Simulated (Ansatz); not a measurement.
**SiH3Br (singlet): RPA-PBE over a scan of the distance Br1–H2 along a hydrogen transfer, cc-pVDZ**

How well do these functionals follow the top wave-function level for SiH3Br (singlet) over a scan of the distance Br1–H2 along a hydrogen transfer?

Computed with Ansatz 0.2.0, Gaussian basis. Level: cc-pVDZ, all electrons in the functionals, frozen cores in the correlation of double hybrids and RPA.

Plan: RPA-PBE, at 1.321 Å; 1.421 Å; 1.529 Å; 1.638 Å; 1.747 Å; 1.856 Å; 1.964 Å; 2.073 Å; 2.182 Å.

6 further runs of the same task are left out: 6 that didn't finish.

### 1 The geometry

The geometry derives from fragments relaxed apart (PBE0/def2-TZVP) and kept rigid, so it is no stationary point. A hydrogen atom is moved between rigid fragments. No spin-orbit coupling is included. The filled d shell of Br may be among the frozen orbitals whatever the setting's name suggests; the logs give the count.

5 atoms, charge 0, spin multiplicity 1.

Atoms are counted from 1 here; the program's logs count them from 0.

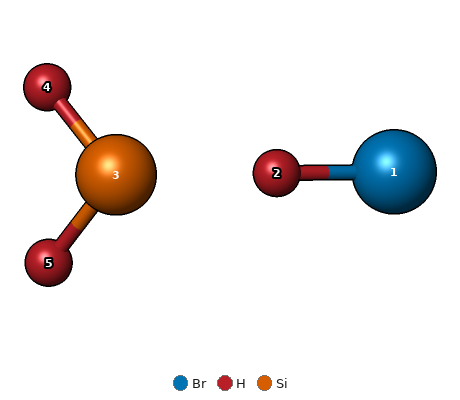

The structure; bromine blue, hydrogen red, silicon orange; atoms are numbered from 1 in the order of the file.

No dispersion term is added.

The geometry shown and the zero of energy belong to the point 1.529 Å. The yardstick, RCCSDT(Q), and other wave-function levels (R restricted, U unrestricted, valence and pair active spaces) come from earlier runs.

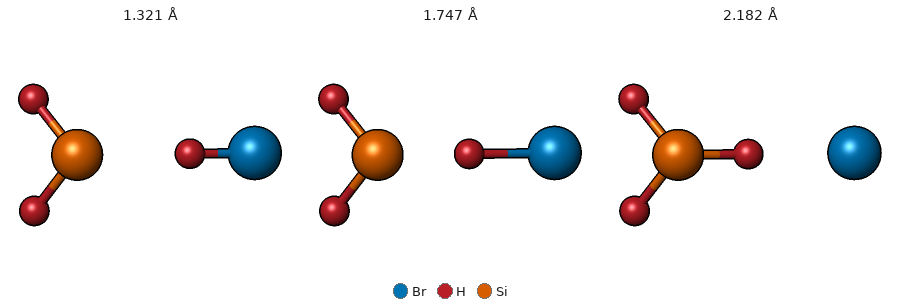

Three points of the scan; sticks are drawn by distance.

### 2 RPA-PBE, 1.321 Å

File in.yaml:

```yaml
crystal:
  periodic: [false, false, false]
  atoms:
    - {symbol: Br, position_ang: [-1.005220, 0.015876, 0.000000]}
    - {symbol: H, position_ang: [0.315780, 0.015876, 0.000000]}
    - {symbol: Si, position_ang: [2.616780, 0.015876, 0.000000]}
    - {symbol: H, position_ang: [3.228961, -0.858408, 1.090012]}
    - {symbol: H, position_ang: [3.228961, -0.858408, -1.090012]}
basis:
  gaussian: {orbitals: cc-pVDZ}
magnetization: {spin_polarized: true, initial_magnetization: 0}
hamiltonian: {xc: {name: PBE}}
correlation: {method: rpa, electrons: outside_noble_gas}
```

Launch:

```bash
> ansatz run in.yaml --threads 1 --pin off --events-out ev --progress --plain --max-ram 2393MiB
```

What it wrote:

```text
Functional definition: PBE
  name "PBE"
  cite "Perdew, Burke & Ernzerhof, Phys. Rev. Lett. 77, 3865 (1996) doi:10.1103/PhysRevLett.77.3865"
  parent pbe
  parameter kappa = 0.804
  parameter beta = 0.06672455060314922
  exchange = pbe_x(kappa = kappa, mu = beta*pi^2/3)
  correlation = pbe_c(beta = beta)
630 factors; integrals over basis functions are off by at most 1.2e-3 eV
mean field evaluation 1: about -77953.9130 eV, gradient 8.9e0 eV
mean field evaluation 2: about -77953.9082 eV, gradient 8.9e0 eV
mean field evaluation 4: about -77954.5436 eV, gradient 2.1e0 eV
mean field evaluation 8: about -77954.5953 eV, gradient 3.7e-2 eV
mean field evaluation 16: about -77952.9508 eV, gradient 3.8e0 eV
mean field evaluation 32: about -77954.5921 eV, gradient 1.1e-1 eV
mean field -77954.59533591 eV, -2864.7785390723 hartree, gradient 3.0e-6 eV, S^2 0.000000; 3 other end points of the search recorded, 0 dependent functions left out
19 core orbitals not correlated: weight in the atoms' cores, before any rotation towards them, 1.000 or more for the frozen orbitals, at most 0.000 for the correlated occupied ones
reference -77904.91792050 eV, -2862.9529277283 hartree; 7, 7 occupied and 34, 34 virtual orbitals, 630 factors
Total energy: -77916.13079456 eV, -2863.3649932497 hartree
```

Wall time 3.2 s (1 thread of AMD EPYC 7R43, shared host).

From the report: ⟨S²⟩ of the determinant 0.000 (pure singlet: 0.00).

### 3 RPA-PBE, 1.421 Å

File in.yaml:

```yaml
crystal:
  periodic: [false, false, false]
  atoms:
    - {symbol: Br, position_ang: [-1.006124, 0.015876, 0.000000]}
    - {symbol: H, position_ang: [0.414476, 0.015876, 0.000000]}
    - {symbol: Si, position_ang: [2.615876, 0.015876, 0.000000]}
    - {symbol: H, position_ang: [3.228056, -0.858408, 1.090012]}
    - {symbol: H, position_ang: [3.228056, -0.858408, -1.090012]}
basis:
  gaussian: {orbitals: cc-pVDZ}
magnetization: {spin_polarized: true, initial_magnetization: 0}
hamiltonian: {xc: {name: PBE}}
correlation: {method: rpa, electrons: outside_noble_gas}
```

The command is unchanged.

What it wrote (excerpt; [...] marks lines left out):

```text
Functional definition: PBE
  name "PBE"
  cite "Perdew, Burke & Ernzerhof, Phys. Rev. Lett. 77, 3865 (1996) doi:10.1103/PhysRevLett.77.3865"
  parent pbe
[...]
632 factors; integrals over basis functions are off by at most 1.3e-3 eV
[...]
mean field -77954.88016147 eV, -2864.7890062184 hartree, gradient 8.0e-6 eV, S^2 0.000000; 3 other end points of the search recorded, 0 dependent functions left out
19 core orbitals not correlated: weight in the atoms' cores, before any rotation towards them, 1.000 or more for the frozen orbitals, at most 0.000 for the correlated occupied ones
reference -77905.01658487 eV, -2862.9565535770 hartree; 7, 7 occupied and 34, 34 virtual orbitals, 632 factors
Total energy: -77916.32521471 eV, -2863.3721380586 hartree
```

Run time: 2.9 s. Hardware: 1 thread of AMD EPYC 7R43, shared host.

From the report: ⟨S²⟩ of the determinant 0.000 (pure singlet: 0.00).

### 4 RPA-PBE, 1.529 Å

File in.yaml:

```yaml
crystal:
  periodic: [false, false, false]
  atoms:
    - {symbol: Br, position_ang: [-1.007108, 0.015876, 0.000000]}
    - {symbol: H, position_ang: [0.521892, 0.015876, 0.000000]}
    - {symbol: Si, position_ang: [2.614892, 0.015876, 0.000000]}
    - {symbol: H, position_ang: [3.227072, -0.858408, 1.090012]}
    - {symbol: H, position_ang: [3.227072, -0.858408, -1.090012]}
basis:
  gaussian: {orbitals: cc-pVDZ}
magnetization: {spin_polarized: true, initial_magnetization: 0}
hamiltonian: {xc: {name: PBE}}
correlation: {method: rpa, electrons: outside_noble_gas}
```

Same command.

What it wrote (excerpt; [...] marks lines left out):

```text
Functional definition: PBE
  name "PBE"
  cite "Perdew, Burke & Ernzerhof, Phys. Rev. Lett. 77, 3865 (1996) doi:10.1103/PhysRevLett.77.3865"
  parent pbe
[...]
630 factors; integrals over basis functions are off by at most 1.5e-3 eV
[...]
mean field -77954.93885642 eV, -2864.7911632180 hartree, gradient 3.2e-6 eV, S^2 0.000000; 4 other end points of the search recorded, 0 dependent functions left out
19 core orbitals not correlated: weight in the atoms' cores, before any rotation towards them, 1.000 or more for the frozen orbitals, at most 0.000 for the correlated occupied ones
reference -77904.84046889 eV, -2862.9500814342 hartree; 7, 7 occupied and 34, 34 virtual orbitals, 630 factors
Total energy: -77916.27702668 eV, -2863.3703671809 hartree
```

Run time: 3.7 s. Hardware: 1 thread of AMD EPYC 7R43, shared host.

From the report: ⟨S²⟩ of the determinant 0.000 (pure singlet: 0.00).

### 5 RPA-PBE, 1.638 Å

File in.yaml:

```yaml
crystal:
  periodic: [false, false, false]
  atoms:
    - {symbol: Br, position_ang: [-1.008098, 0.015876, 0.000000]}
    - {symbol: H, position_ang: [0.629902, 0.015876, 0.000000]}
    - {symbol: Si, position_ang: [2.613902, 0.015876, 0.000000]}
    - {symbol: H, position_ang: [3.226083, -0.858408, 1.090012]}
    - {symbol: H, position_ang: [3.226082, -0.858408, -1.090012]}
basis:
  gaussian: {orbitals: cc-pVDZ}
magnetization: {spin_polarized: true, initial_magnetization: 0}
hamiltonian: {xc: {name: PBE}}
correlation: {method: rpa, electrons: outside_noble_gas}
```

Launched as before.

What it wrote (excerpt; [...] marks lines left out):

```text
Functional definition: PBE
  name "PBE"
  cite "Perdew, Burke & Ernzerhof, Phys. Rev. Lett. 77, 3865 (1996) doi:10.1103/PhysRevLett.77.3865"
  parent pbe
[...]
630 factors; integrals over basis functions are off by at most 1.8e-3 eV
[...]
mean field -77954.87667260 eV, -2864.7888780050 hartree, gradient 5.7e-6 eV, S^2 0.000000; 8 other end points of the search recorded, 0 dependent functions left out
19 core orbitals not correlated: weight in the atoms' cores, before any rotation towards them, 1.000 or more for the frozen orbitals, at most 0.000 for the correlated occupied ones
reference -77904.52671510 eV, -2862.9385511949 hartree; 7, 7 occupied and 34, 34 virtual orbitals, 630 factors
Total energy: -77916.12027071 eV, -2863.3646065053 hartree
```

Wall time 8.5 s (1 thread of AMD EPYC 7R43, shared host).

From the report: ⟨S²⟩ of the determinant 0.000 (pure singlet: 0.00).

From 1.529 Å: +3.6 kcal/mol.

### 6 RPA-PBE, 1.747 Å

File in.yaml:

```yaml
crystal:
  periodic: [false, false, false]
  atoms:
    - {symbol: Br, position_ang: [-1.009087, 0.015876, 0.000000]}
    - {symbol: H, position_ang: [0.737913, 0.015876, 0.000000]}
    - {symbol: Si, position_ang: [2.612913, 0.015876, 0.000000]}
    - {symbol: H, position_ang: [3.225093, -0.858408, 1.090012]}
    - {symbol: H, position_ang: [3.225093, -0.858408, -1.090012]}
basis:
  gaussian: {orbitals: cc-pVDZ}
magnetization: {spin_polarized: true, initial_magnetization: 0}
hamiltonian: {xc: {name: PBE}}
correlation: {method: rpa, electrons: outside_noble_gas}
```

Same command.

What it wrote (excerpt; [...] marks lines left out):

```text
Functional definition: PBE
  name "PBE"
  cite "Perdew, Burke & Ernzerhof, Phys. Rev. Lett. 77, 3865 (1996) doi:10.1103/PhysRevLett.77.3865"
  parent pbe
[...]
633 factors; integrals over basis functions are off by at most 1.4e-3 eV
[...]
mean field -77954.77834364 eV, -2864.7852644822 hartree, gradient 2.6e-6 eV, S^2 0.000000; 10 other end points of the search recorded, 0 dependent functions left out
19 core orbitals not correlated: weight in the atoms' cores, before any rotation towards them, 1.000 or more for the frozen orbitals, at most 0.000 for the correlated occupied ones
reference -77904.18464688 eV, -2862.9259804198 hartree; 7, 7 occupied and 34, 34 virtual orbitals, 633 factors
Total energy: -77915.96164817 eV, -2863.3587772345 hartree
```

It took 12 s on 1 thread of AMD EPYC 7R43, shared host.

From the report: ⟨S²⟩ of the determinant 0.000 (pure singlet: 0.00).

From 1.529 Å: +7.3 kcal/mol.

### 7 RPA-PBE, 1.856 Å

File in.yaml:

```yaml
crystal:
  periodic: [false, false, false]
  atoms:
    - {symbol: Br, position_ang: [-1.010077, 0.015876, 0.000000]}
    - {symbol: H, position_ang: [0.845923, 0.015876, 0.000000]}
    - {symbol: Si, position_ang: [2.611923, 0.015876, 0.000000]}
    - {symbol: H, position_ang: [3.224103, -0.858408, 1.090012]}
    - {symbol: H, position_ang: [3.224103, -0.858408, -1.090012]}
basis:
  gaussian: {orbitals: cc-pVDZ}
magnetization: {spin_polarized: true, initial_magnetization: 0}
hamiltonian: {xc: {name: PBE}}
correlation: {method: rpa, electrons: outside_noble_gas}
```

Launched as before.

What it wrote (excerpt; [...] marks lines left out):

```text
Functional definition: PBE
  name "PBE"
  cite "Perdew, Burke & Ernzerhof, Phys. Rev. Lett. 77, 3865 (1996) doi:10.1103/PhysRevLett.77.3865"
  parent pbe
[...]
631 factors; integrals over basis functions are off by at most 1.4e-3 eV
[...]
mean field -77954.68137080 eV, -2864.7817007961 hartree, gradient 4.7e-6 eV, S^2 0.000000; 11 other end points of the search recorded, 0 dependent functions left out
19 core orbitals not correlated: weight in the atoms' cores, before any rotation towards them, 1.000 or more for the frozen orbitals, at most 0.000 for the correlated occupied ones
reference -77903.87365213 eV, -2862.9145515735 hartree; 7, 7 occupied and 34, 34 virtual orbitals, 631 factors
Total energy: -77915.85191935 eV, -2863.3547447750 hartree
```

Wall time 15 s (1 thread of AMD EPYC 7R43, shared host).

From the report: ⟨S²⟩ of the determinant 0.000 (pure singlet: 0.00).

From 1.529 Å: +9.8 kcal/mol.

### 8 RPA-PBE, 1.964 Å

File in.yaml:

```yaml
crystal:
  periodic: [false, false, false]
  atoms:
    - {symbol: Br, position_ang: [-1.011058, 0.015876, 0.000000]}
    - {symbol: H, position_ang: [0.952942, 0.015876, 0.000000]}
    - {symbol: Si, position_ang: [2.610942, 0.015876, 0.000000]}
    - {symbol: H, position_ang: [3.223123, -0.858408, 1.090012]}
    - {symbol: H, position_ang: [3.223123, -0.858408, -1.090012]}
basis:
  gaussian: {orbitals: cc-pVDZ}
magnetization: {spin_polarized: true, initial_magnetization: 0}
hamiltonian: {xc: {name: PBE}}
correlation: {method: rpa, electrons: outside_noble_gas}
```

Same command.

What it wrote (excerpt; [...] marks lines left out):

```text
Functional definition: PBE
  name "PBE"
  cite "Perdew, Burke & Ernzerhof, Phys. Rev. Lett. 77, 3865 (1996) doi:10.1103/PhysRevLett.77.3865"
  parent pbe
[...]
629 factors; integrals over basis functions are off by at most 1.2e-3 eV
[...]
mean field -77954.59479012 eV, -2864.7785190147 hartree, gradient 2.2e-6 eV, S^2 0.198602; 13 other end points of the search recorded, 0 dependent functions left out
19 core orbitals not correlated: weight in the atoms' cores, before any rotation towards them, 1.000 or more for the frozen orbitals, at most 0.000 for the correlated occupied ones
reference -77903.93369993 eV, -2862.9167582894 hartree; 7, 7 occupied and 34, 34 virtual orbitals, 629 factors
Total energy: -77915.76537716 eV, -2863.3515644080 hartree
```

It took 14 s on 1 thread of AMD EPYC 7R43, shared host.

From the report: ⟨S²⟩ of the determinant 0.199 (pure singlet: 0.00).

From 1.529 Å: +11.8 kcal/mol.

### 9 RPA-PBE, 2.073 Å

File in.yaml:

```yaml
crystal:
  periodic: [false, false, false]
  atoms:
    - {symbol: Br, position_ang: [-1.012047, 0.015876, 0.000000]}
    - {symbol: H, position_ang: [1.060953, 0.015876, 0.000000]}
    - {symbol: Si, position_ang: [2.609953, 0.015876, 0.000000]}
    - {symbol: H, position_ang: [3.222133, -0.858408, 1.090012]}
    - {symbol: H, position_ang: [3.222133, -0.858408, -1.090012]}
basis:
  gaussian: {orbitals: cc-pVDZ}
magnetization: {spin_polarized: true, initial_magnetization: 0}
hamiltonian: {xc: {name: PBE}}
correlation: {method: rpa, electrons: outside_noble_gas}
```

Launched as before.

What it wrote (excerpt; [...] marks lines left out):

```text
Functional definition: PBE
  name "PBE"
  cite "Perdew, Burke & Ernzerhof, Phys. Rev. Lett. 77, 3865 (1996) doi:10.1103/PhysRevLett.77.3865"
  parent pbe
[...]
627 factors; integrals over basis functions are off by at most 1.7e-3 eV
[...]
mean field -77954.49590385 eV, -2864.7748850113 hartree, gradient 2.3e-6 eV, S^2 0.380513; 11 other end points of the search recorded, 0 dependent functions left out
19 core orbitals not correlated: weight in the atoms' cores, before any rotation towards them, 1.000 or more for the frozen orbitals, at most 0.000 for the correlated occupied ones
reference -77904.09991117 eV, -2862.9228664400 hartree; 7, 7 occupied and 34, 34 virtual orbitals, 627 factors
Total energy: -77915.72668827 eV, -2863.3501426174 hartree
```

Wall time 12 s (1 thread of AMD EPYC 7R43, shared host).

From the report: ⟨S²⟩ of the determinant 0.381 (pure singlet: 0.00).

From 1.529 Å: +12.7 kcal/mol.

### 10 RPA-PBE, 2.182 Å

File in.yaml:

```yaml
crystal:
  periodic: [false, false, false]
  atoms:
    - {symbol: Br, position_ang: [-1.013037, 0.015876, 0.000000]}
    - {symbol: H, position_ang: [1.168963, 0.015876, 0.000000]}
    - {symbol: Si, position_ang: [2.608963, 0.015876, 0.000000]}
    - {symbol: H, position_ang: [3.221143, -0.858408, 1.090012]}
    - {symbol: H, position_ang: [3.221143, -0.858408, -1.090012]}
basis:
  gaussian: {orbitals: cc-pVDZ}
magnetization: {spin_polarized: true, initial_magnetization: 0}
hamiltonian: {xc: {name: PBE}}
correlation: {method: rpa, electrons: outside_noble_gas}
```

Launched as before.

What it wrote (excerpt; [...] marks lines left out):

```text
Functional definition: PBE
  name "PBE"
  cite "Perdew, Burke & Ernzerhof, Phys. Rev. Lett. 77, 3865 (1996) doi:10.1103/PhysRevLett.77.3865"
  parent pbe
[...]
627 factors; integrals over basis functions are off by at most 1.3e-3 eV
[...]
mean field -77954.30668402 eV, -2864.7679313109 hartree, gradient 4.1e-6 eV, S^2 0.502802; 17 other end points of the search recorded, 0 dependent functions left out
19 core orbitals not correlated: weight in the atoms' cores, before any rotation towards them, 1.000 or more for the frozen orbitals, at most 0.000 for the correlated occupied ones
reference -77904.15331631 eV, -2862.9248290425 hartree; 7, 7 occupied and 34, 34 virtual orbitals, 627 factors
Total energy: -77915.63315354 eV, -2863.3467052797 hartree
```

Wall time 14 s (1 thread of AMD EPYC 7R43, shared host).

From the report: ⟨S²⟩ of the determinant 0.503 (pure singlet: 0.00). The determinant is far from a pure spin state, so its energy mixes those of several spin states (harmless only where they are near-degenerate, as at dissociation).

From 1.529 Å: +14.8 kcal/mol.

### 11 Against the wave-function levels

The yardstick is RCCSDT(Q), where the cluster series has nearly closed. It comes from earlier runs at the same points. Energies in kcal/mol, counted from 1.529 Å; blanks weren't run or aren't comparable.

```
    level  1.321 Å  1.421 Å  1.529 Å  1.638 Å  1.747 Å  1.856 Å  1.964 Å  2.073 Å  2.182 Å
RCCSDT(Q)                        0.0      4.1      8.3     11.1     12.2                  
  RPA-PBE      3.4     -1.1      0.0      3.6      7.3      9.8     11.8     12.7     14.8
```

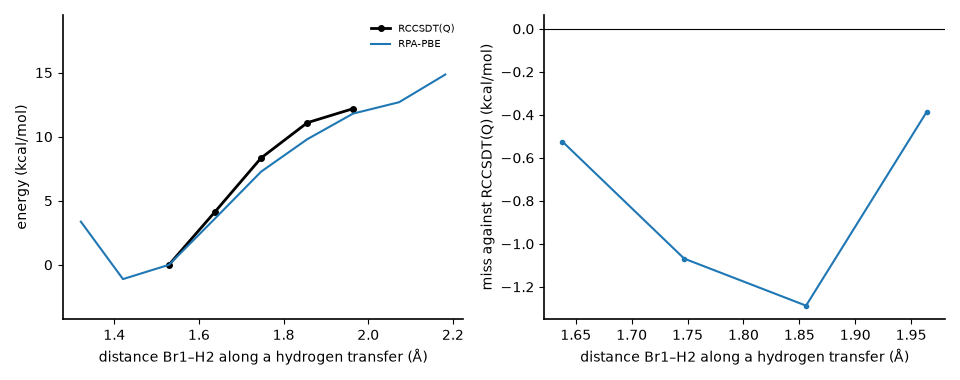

Left: the curves (the axis may cut off levels that run far away). Right: misses against RCCSDT(Q), in the same colours.

Largest miss and mean time a point (RCCSDT(Q) took 14 s a point; shared hosts):

```
  level  largest miss (kcal/mol)    where  time a point
RPA-PBE                     -1.3  1.856 Å         9.4 s
```

### 12 What came out

```
                                              quantity                    value
span of the RCCSDT(Q) curve (points where it is known)            12.2 kcal/mol
                                 largest miss, RPA-PBE  -1.3 kcal/mol (1.856 Å)
```

Misses are known at 4 of 8 points at best, and only functionals with that many are ranked. RPA-PBE strays by up to 1.3 kcal/mol, at 1.856 Å. RPA-PBE clearly breaks the spin symmetry at some points (⟨S²⟩ up to 0.50 above the pure value), so energy there is bought with a mixed spin. Functionals and the yardstick converge differently with the basis, so part of each miss in cc-pVDZ is the basis. The program flags that the yardstick's amplitudes may have other solutions at some points.
